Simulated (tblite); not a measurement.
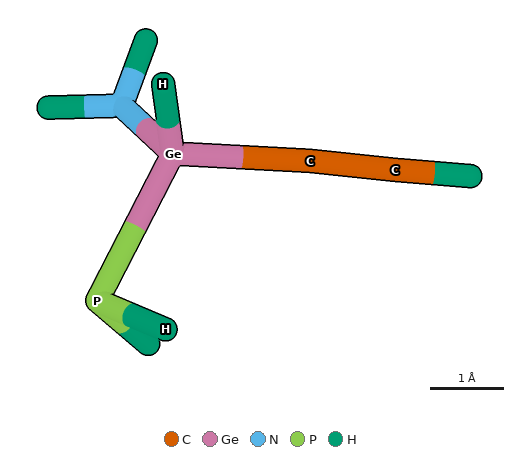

The structure as given in the input (stick view, seen at a tilt). Sticks mark near contacts.

Nudged elastic band of C$_{2}$H$_{6}$GeNP

System: C$_{2}$H$_{6}$GeNP, SMILES C#[C][Ge@@H]([NH2])[PH2].
Method: GFN1-xTB climbing-image nudged elastic band, gas phase (tblite 0.8.0).

**Input**
```
{"job": {"images": 11, "spring": 3.0, "start": "idpp", "climb": true, "fmax": 0.03, "method": "GFN1-xTB", "steps": 200, "xc": "GFN1-xTB", "basis": "xTB", "kind": "neb"}, "charge": 0, "multiplicity": 1}
C      2.449125    -0.956829    -0.306764
C      1.412653    -0.454347     0.038644
Ge    -0.284261     0.262749     0.559122
N     -0.447243     1.799717    -0.401730
P     -2.107232    -1.033697     0.003675
H      3.368750    -1.376252    -0.603660
H     -0.162223     0.493589     2.070299
H     -1.352050     2.247042    -0.394381
H      0.265385     2.503895    -0.279482
H     -1.547638    -2.183429     0.543500
H     -1.589841    -1.299767    -1.255185
```

The first line tells a small driver script what to run in tblite; the rest is the geometry in Å.

Launch command:
```bash
OMP_NUM_THREADS=1 python <driver script> task.json out
```

**What the program printed**
```
image   E - E0 / eV
  0       0.0000
  1      -0.0445
  2      -0.0288
  3       0.0392
  4       0.4972
  5       1.1811
  6       0.4560
  7      -0.0209
  8      -0.0749
  9      -0.0832
 10      -0.0143
```

**Results in brief**

```csv
quantity,value
outcome,converged
forward barrier,1.181 eV
hardware,"1 CPU thread, shared host"
wall time,9.3 s
peak memory,0.51 GiB
```
